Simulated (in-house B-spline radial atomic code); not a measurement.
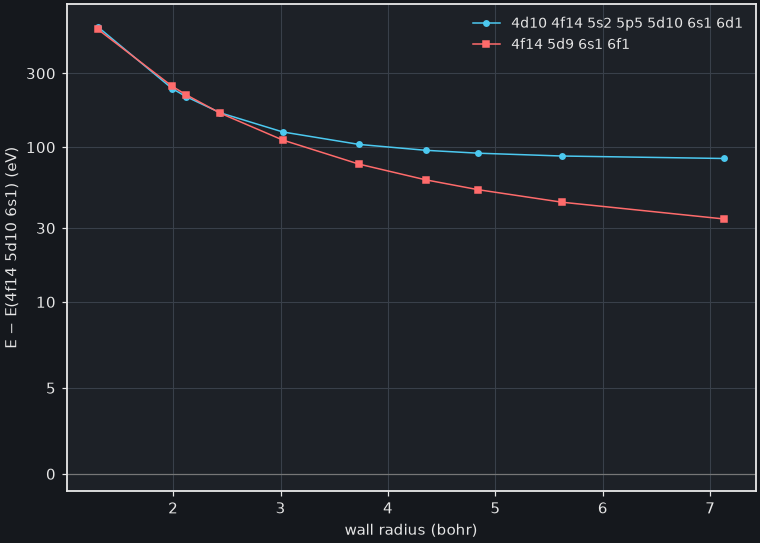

The mercury ion Hg⁺; electrons: [Xe] 4f14 5d10 6s1 (high spin). It is put inside a hard spherical wall of varying radius. All numbers are computed, not measured: scalar-relativistic (spin-free one-electron X2C) Hartree-Fock, spin-polarised, average of configuration, Fermi nucleus, hard spherical wall, basis-set limit (an in-house B-spline radial code). The plot shows the energy of other fillings against the starting one at the same radius, on a scale that is linear within ±10 eV and logarithmic beyond.

Q: Does confinement change the order of these fillings?

A: Against 4f14 5d10 6s1: 4d10 4f14 5s2 5p5 5d10 6s1 6d1 lies 84.5 eV above it at 7.13 bohr and never crosses it, ending at 597.4 eV at 1.3 bohr; 4f14 5d9 6s1 6f1 lies 34.3 eV above it at 7.13 bohr and never crosses it, ending at 576.5 eV at 1.3 bohr. At the tightest wall the lowest of the fillings run is 4f14 5d10 6s1; others weren't tried.
